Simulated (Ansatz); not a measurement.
# Calculations on CH₅ClSn

Part 1: Relaxation

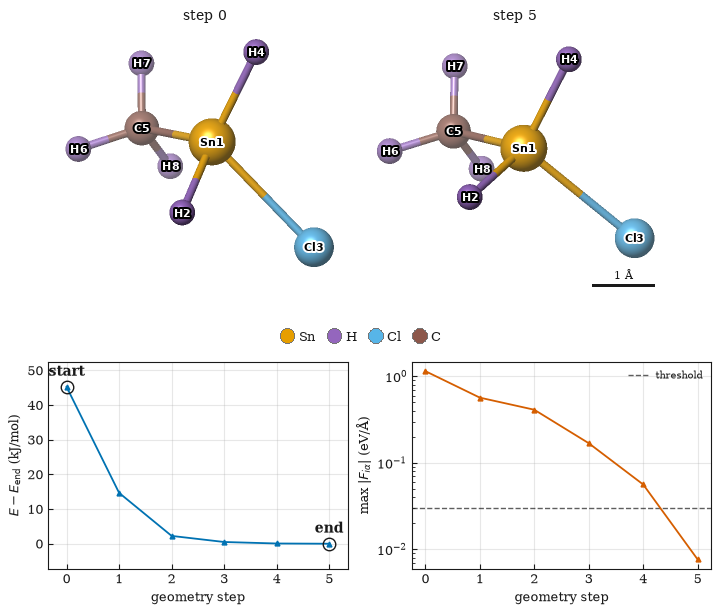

First and last geometry of a relaxation of CH5ClSn, with the history of the run. Style: ball-and-stick. Shown from a free direction.

The run prepares an end point of a later path (reaction) calculation, from a guessed geometry.

These are results of RKS B3LYP/def2-SVP (Ansatz), not measurements.

Input file:
```yaml
crystal:
  periodic: [false, false, false]
  atoms:
    - { symbol: Sn, position_ang: [-0.013407, 0.007569, 0.198726] }
    - { symbol: H, position_ang: [0.403065, 0.018468, 1.865416] }
    - { symbol: Cl, position_ang: [2.374846, -0.138627, 0.157468] }
    - { symbol: H, position_ang: [-0.533944, 1.48718, -0.505569] }
    - { symbol: C, position_ang: [-0.934929, -1.744943, -0.667529] }
    - { symbol: H, position_ang: [-1.444585, -2.316966, 0.12474] }
    - { symbol: H, position_ang: [-1.664598, -1.450786, -1.43687] }
    - { symbol: H, position_ang: [-0.148848, -2.367395, -1.122884] }
basis:
  gaussian: { orbitals: def2-SVP }
hamiltonian:
  xc: b3lyp
relax:
  f_tol: 0.03
  max_steps: 50
```

Run as
```bash
ansatz run input.yaml --threads 2 --pin off --max-ram 3072MiB --backend cpu --events-out ev --progress --plain --runs-dir out
```

### What do the curves and the structures tell?

It converged. The energy falls by 45.3 kJ/mol in 5 geometry steps. The largest force component goes from 1.1 to 0.0076 eV/Å. The atom that moves furthest after the best rigid fit is H2 (0.45 Å). By element the largest moves are H 0.45 Å, Cl 0.39 Å, Sn 0.11 Å, C 0.07 Å. Among the contacts that change: Sn1–Cl3 2.393 → 2.387 Å, Sn1–C5 2.161 → 2.165 Å. Bond angles that change, for instance: H2–Sn1–Cl3 77.0° → 105.7°, H2–Sn1–C5 119.8° → 113.4°, H2–Sn1–H4 117.7° → 111.5°. Cost: 24 s on 2 threads of Arm Neoverse N1 (shared host), peak memory 0.17 GiB.

Part 2: Relaxation

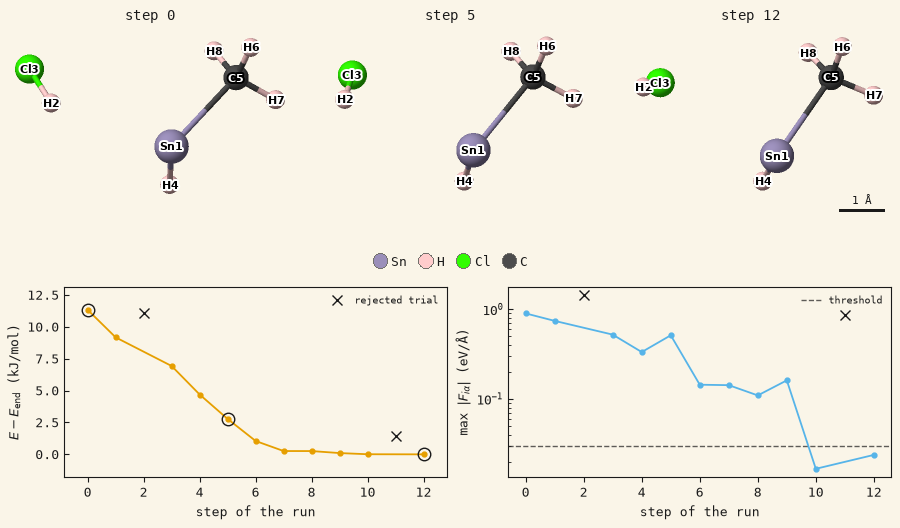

Frames of a relaxation of CH5ClSn, marked on the history of the run. The picture is a ball-and-stick view, seen at a tilt.

The run prepares an end point of a later path (reaction) calculation, from a guessed geometry.

Method: Ansatz, RKS B3LYP/def2-SVP.

The input:
```yaml
crystal:
  periodic: [false, false, false]
  atoms:
    - { symbol: Sn, position_ang: [-0.794246, 0.146022, 0.363013] }
    - { symbol: H, position_ang: [1.701142, 0.23156, 1.917583] }
    - { symbol: Cl, position_ang: [2.715447, -0.148715, 1.13544] }
    - { symbol: H, position_ang: [-0.646962, 1.12072, -1.131205] }
    - { symbol: C, position_ang: [-1.191752, -1.728913, -0.76029] }
    - { symbol: H, position_ang: [-1.432103, -2.566176, -0.088736] }
    - { symbol: H, position_ang: [-2.019609, -1.575397, -1.472488] }
    - { symbol: H, position_ang: [-0.294319, -1.984602, -1.349818] }
basis:
  gaussian: { orbitals: def2-SVP }
hamiltonian:
  xc: b3lyp
relax:
  f_tol: 0.03
  max_steps: 50
```

Command:
```bash
ansatz run input.yaml --threads 2 --pin off --max-ram 3072MiB --backend cpu --events-out ev --progress --plain --runs-dir out
```

**Describe the path.**

The atom that moves furthest after the best rigid fit is Cl3 (0.76 Å). By element the largest moves are Cl 0.76 Å, H 0.41 Å, Sn 0.24 Å, C 0.11 Å. Among the contacts that change: Sn1–Cl3 3.606 → 3.084 Å, H2–Cl3 1.336 → 1.294 Å, Sn1–C5 2.222 → 2.234 Å, Sn1–H4 1.790 → 1.795 Å. Among the angles between lasting bonds that change: Sn1–C5–H8 108.7° → 111.8°, Sn1–C5–H7 110.1° → 107.5°. The energy falls by 11.3 kJ/mol in 10 accepted moves (12 points after the start). Largest force component: 0.9 eV/Å at the start, 0.024 eV/Å at the end. The line search rejected the trial steps at points 2, 11 of the run. The forces were under the threshold at step 10, but the run went on from there. From step 0 to 5: Cl3 moves most (0.54 Å), energy −8.55 kJ/mol. From step 5 to 12: H2 moves most (0.27 Å), energy −2.78 kJ/mol.

Limits of the set-up: the start holds two separate molecules, 2.9 Å apart at their closest, whose relative position is a soft coordinate and is computed without a dispersion correction.

Part 3: Path

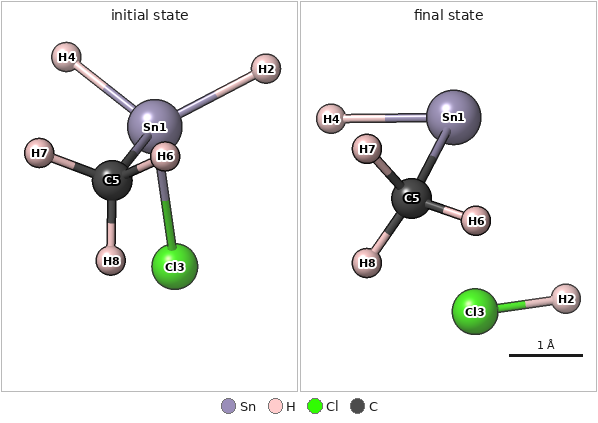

The two relaxed end points of a path for CH$_{5}$ClSn. A ball-and-stick model, seen from a free direction.

These are results of Ansatz 0.2.0, RKS B3LYP/def2-SVP, not measurements.

Settings: 7 movable images; climbing image; force threshold 0.03 eV/Å; iteration limit 60.

Start:
```xyz
8

Sn    0.0773   -0.0081    0.2641
H    -0.0399    0.0256    1.9793
Cl    2.4068   -0.1980   -0.2196
H    -0.4213    1.4830   -0.4324
C    -0.8800   -1.7326   -0.6295
H    -1.4057   -2.3111    0.1432
H    -1.5941   -1.4053   -1.3983
H    -0.1053   -2.3590   -1.0934
```

End:
```xyz
8

Sn   -0.9979    0.3130    0.2301
H     1.7702   -0.0372    2.2632
Cl    1.9550   -0.1528    0.9882
H    -0.3207    1.1090   -1.2298
C    -1.0699   -1.6846   -0.7678
H    -1.3182   -2.4871   -0.0567
H    -1.8594   -1.6430   -1.5393
H    -0.1216   -1.9228   -1.2743
```

**What barrier does the band find between them, and by what path?**

The highest point, image 4, lies 44.1 kcal/mol above the start and 13.5 kcal/mol above the end; the end is at +30.6 kcal/mol relative to the start. A hydrogen atom shifts from one atom to another. Breaking: Sn1–H2 (1.72 → 1.82 at the top → 3.45 Å). Forming: H2–Cl3 (3.30 → 1.72 at the top → 1.29 Å). The band converged in 18 iterations. The largest component of the band force went from 5.2 to 0.019 eV/Å. The climbing image converged on the top of the path. Its vibrational analysis gives one imaginary mode (929i cm⁻¹), as a transition state must have.

Energies of the converged images:

```tsv
image	path (Å)	E (kcal/mol)
0	0.00	0.0
1	0.62	-0.1
2	1.24	1.9
3	1.86	21.9
4	2.48	44.1
5	2.93	35.4
6	3.37	32.3
7	3.82	30.9
8	4.26	30.6
```

The geometry at the top of the path:

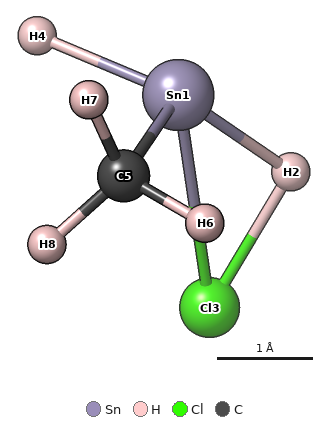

The run took 7.2 min on 2 threads of Arm Neoverse N1, with other jobs on the host, peak memory 0.18 GiB.
